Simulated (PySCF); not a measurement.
```yaml
atoms:
  - { symbol: C, position_ang: [3.6109, -0.8733, 0.5097] }
  - { symbol: C, position_ang: [2.4622, -0.3389, -0.1817] }
  - { symbol: C, position_ang: [1.5168, 0.1296, -0.7521] }
  - { symbol: C, position_ang: [0.3716, 0.6606, -1.4474] }
  - { symbol: Cl, position_ang: [-0.3222, -0.6255, -2.5140] }
  - { symbol: C, position_ang: [-0.7320, 1.1352, -0.5050] }
  - { symbol: Cl, position_ang: [-0.0604, 2.5977, 0.3463] }
  - { symbol: C, position_ang: [-1.1620, 0.1119, 0.4847] }
  - { symbol: C, position_ang: [-2.4650, 0.3761, 1.2535] }
  - { symbol: Si, position_ang: [-2.5759, -1.0859, 0.0764] }
  - { symbol: H, position_ang: [3.9658, -1.7671, -0.0024] }
  - { symbol: H, position_ang: [4.4096, -0.1326, 0.5265] }
  - { symbol: H, position_ang: [3.3433, -1.1312, 1.5338] }
  - { symbol: H, position_ang: [0.6746, 1.4687, -2.1205] }
  - { symbol: H, position_ang: [-1.5785, 1.5109, -1.0840] }
  - { symbol: H, position_ang: [-0.3336, -0.2414, 1.0896] }
  - { symbol: H, position_ang: [-2.9631, 1.3038, 1.0060] }
  - { symbol: H, position_ang: [-2.4126, 0.2342, 2.3234] }
  - { symbol: H, position_ang: [-2.4579, -2.4240, 0.6208] }
  - { symbol: H, position_ang: [-3.2968, -0.8983, -1.1667] }
```

Geometry: GFN2-xTB.

Computed with PySCF, PBE0/pcSseg-1, SCF density, gas phase, non-relativistic.

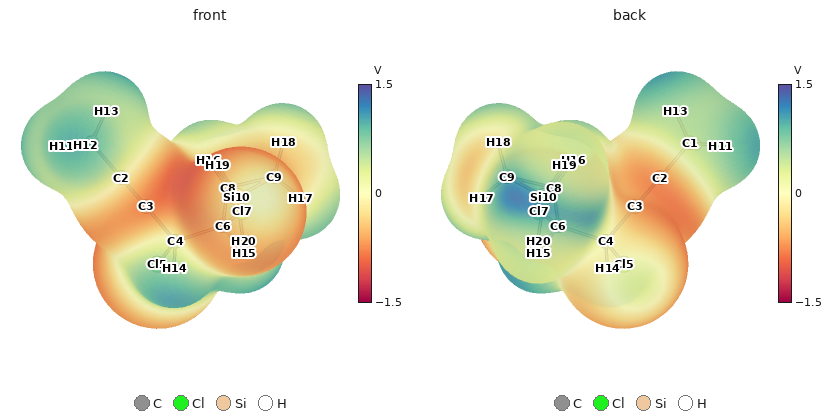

C7H10Cl2Si. The electrostatic potential painted on the density surface at 0.002 e/bohr³, seen from the front and from behind; the colour scale runs from red (negative) to blue (positive).

Q: Describe the electrostatic potential map.

A: The most negative region (about −1.0 V) lies over C3 and Cl7, the most positive (about +1.2 V) over Si10. Cl5 shows a σ-hole: about +0.3 V at the tip opposite its bond, against about −0.5 V on its flanks.
